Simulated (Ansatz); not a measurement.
# [SiH3]− (SMILES [SiH3-]): CCSDTQ/6-31G

Aim: the energy change on altering one bond length of [SiH3]− at CCSDTQ/6-31G, from 2 runs. 

The calculation is run with Ansatz 0.2.0.

2 further runs of the same task are left out: 2 set aside as unsound or not needed.

## (1) The structure to begin with

The species is [SiH3]− (4 atoms), meant as a singlet with charge -1. SMILES: `[SiH3-]`. The coordinates come from a PBE0-D4/def2-TZVPD relaxation.

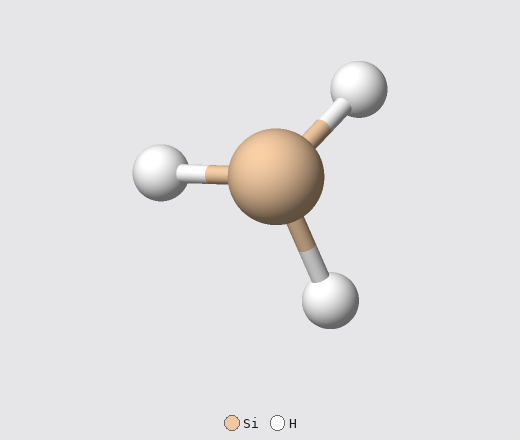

Viewed from a chosen angle; silicon light orange, hydrogen white.

## (2) A single-point energy at CCSDTQ/6-31G

The input, molecule.yaml:

```yaml
basis:
  gaussian: {orbitals: 6-31G}
crystal:
  periodic: [false, false, false]
  atoms:
    - {symbol: Si, position_ang: [0.539700, -0.050700, -0.300900]}
    - {symbol: H, position_ang: [0.426600, 0.622300, 1.085900]}
    - {symbol: H, position_ang: [-0.298500, -1.283700, 0.106800]}
    - {symbol: H, position_ang: [-0.667800, 0.712200, -0.891800]}
total_charge: -1
correlation: {method: ccsdtq, frozen_orbitals: {H: 0, Si: 5}}
accuracy: high
scf: {omitted_lower_state_checks: [cluster_reference, increment]}
```

Command:

```console
ansatz run molecule.yaml --threads 1 --pin off --max-ram 2610MiB --events-out events.jsonl --progress --plain --runs-dir runs
```

The program printed (excerpt; [...] marks lines left out):

```text
Warning: RAYON_NUM_THREADS=1 ignored (pool sized by the plan → 1); use --threads N
Functional definition: HF
  name "HF"
[...]
414 factors; integrals over basis functions are off by at most 3.8e-9 eV
[...]
mean field -7906.90898414 eV, -290.5735456717 hartree, gradient 1.0e-8 eV, S^2 0.000000; 0 other end points of the search recorded, 0 dependent functions left out
5 core orbitals not correlated: weight in the atoms' cores, before any rotation towards them, 1.000 or more for the frozen orbitals, at most 0.000 for the correlated occupied ones
reference -7906.90898414 eV, -290.5735456717 hartree; 4, 4 occupied and 10, 10 virtual orbitals, 414 factors
second order -1.59092309 eV of doubles, -0.00000000 eV of singles
cycle   1  -1.98393867 eV  change   -3.9e-1 eV  update   5.6e-2
[...]
cycle  17  -2.20838577 eV  change  -2.2e-10 eV  update  3.0e-10
Total energy: -7909.11736991 eV, -290.6547023519 hartree
Checks for a lower state left out: cluster_reference, increment
```

Run time: 1.8 s. Hardware: 1 thread of Intel Xeon Platinum 8488C (Sapphire Rapids), shared host.

## (3) The distorted shape, same level

The input, job.yaml:

```yaml
crystal:
  periodic: [false, false, false]
  atoms:
    - {symbol: Si, position_ang: [0.567973, -0.218940, -0.647580]}
    - {symbol: H, position_ang: [0.426600, 0.622300, 1.085900]}
    - {symbol: H, position_ang: [-0.270227, -1.451940, -0.239880]}
    - {symbol: H, position_ang: [-0.639527, 0.543960, -1.238480]}
basis:
  gaussian: {orbitals: 6-31G}
total_charge: -1
magnetization: {spin_polarized: false}
correlation: {method: ccsdtq, frozen_orbitals: {H: 0, Si: 5}}
accuracy: high
scf: {omitted_lower_state_checks: [cluster_reference, increment]}
```

Command:

```console
ansatz run job.yaml --threads 1 --pin off --max-ram 2610MiB --events-out events.jsonl --progress --plain --runs-dir runs
```

The program printed (excerpt; [...] marks lines left out):

```text
Warning: RAYON_NUM_THREADS=1 ignored (pool sized by the plan → 1); use --threads N
Functional definition: HF
  name "HF"
[...]
412 factors; integrals over basis functions are off by at most 3.4e-9 eV
[...]
mean field -7906.41899165 eV, -290.5555387797 hartree, gradient 2.2e-8 eV, S^2 0.000000; 0 other end points of the search recorded, 0 dependent functions left out
5 core orbitals not correlated: weight in the atoms' cores, before any rotation towards them, 1.000 or more for the frozen orbitals, at most 0.000 for the correlated occupied ones
reference -7906.41899165 eV, -290.5555387797 hartree; 4, 4 occupied and 10, 10 virtual orbitals, 412 factors
second order -1.64150546 eV of doubles, -0.00000000 eV of singles
cycle   1  -2.06071597 eV  change   -4.2e-1 eV  update   6.5e-2
[...]
cycle  19  -2.33883762 eV  change  -5.7e-12 eV  update  4.2e-10
Total energy: -7908.75782927 eV, -290.6414894769 hartree
Checks for a lower state left out: cluster_reference, increment
```

Run time: 1.9 s. Hardware: 1 thread of Intel Xeon Platinum 8488C (Sapphire Rapids), shared host; peak memory 0.11 GiB.

## (4) Outcome

At CCSDTQ/6-31G, 5 core orbitals frozen:

| quantity | value |
| --- | --- |
| first shape: total energy | -290.65470 Eh |
| first shape: correlation energy (5 core orbitals frozen) | -81.2 mEh |
| first shape: T1 diagnostic | 0.010 |
| distorted shape: total energy | -290.64149 Eh |
| distorted shape: correlation energy (5 core orbitals frozen) | -86.0 mEh |
| distorted shape: T1 diagnostic | 0.014 |
| energy change with the Si1–H2 bond stretched from 1.546 to 1.932 Å | 0.360 eV |

What this shows: With the Si1–H2 bond stretched from 1.546 to 1.932 Å the energy rises by 0.36 eV (34.7 kJ/mol). The first shape isn't relaxed at this level, so the change isn't measured from a minimum.
